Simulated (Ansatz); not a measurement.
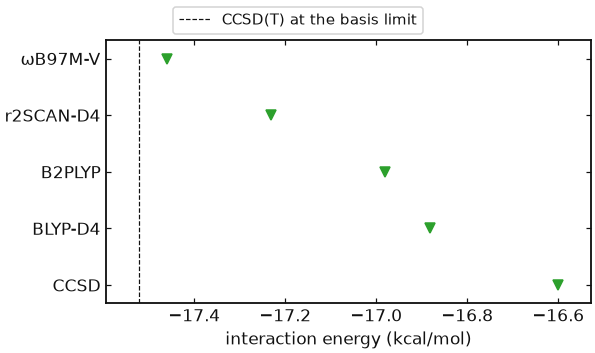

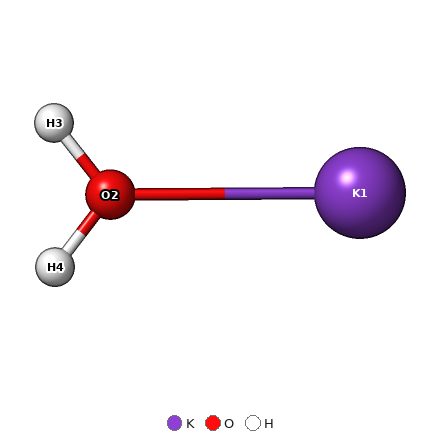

Counterpoise interaction energy of the pair K⁺ and H₂O at one optimised PBE0-D4 geometry, drawn, with the closest contact K1···O2 2.63 Å (H···H pairs aside; other arrangements can bind more strongly; the cost of deforming the partners isn't counted), def2-TZVPPD, the Ansatz code 0.2.0; cores frozen in correlated methods. The outer core of Li, Na, Mg and K is correlated. The line takes HF and MP2 limits from def2-TZVPPD and QZVPPD, and the coupled-cluster step in TZVPPD. B2PLYP holds a correlation term that converges slowly with the basis, so part of the distance to the limit is basis error. No dispersion term is added to B2PLYP. The distance of CCSD to the limit includes basis error.

Which level comes closest to the line (CCSD(T) at the basis limit), and which misses most?

Closest ωB97M-V (−17.46 kcal/mol), against −17.52 kcal/mol; farthest CCSD (−16.60 kcal/mol).

Give the values.

| level | kcal/mol | less CCSD(T) at the basis limit |
| --- | --- | --- |
| ωB97M-V | −17.46 | 0.06 |
| r2SCAN-D4 | −17.23 | 0.29 |
| B2PLYP | −16.98 | 0.54 |
| BLYP-D4 | −16.88 | 0.64 |
| CCSD | −16.60 | 0.92 |
| CCSD(T) at the basis limit | −17.52 | 0.00 |
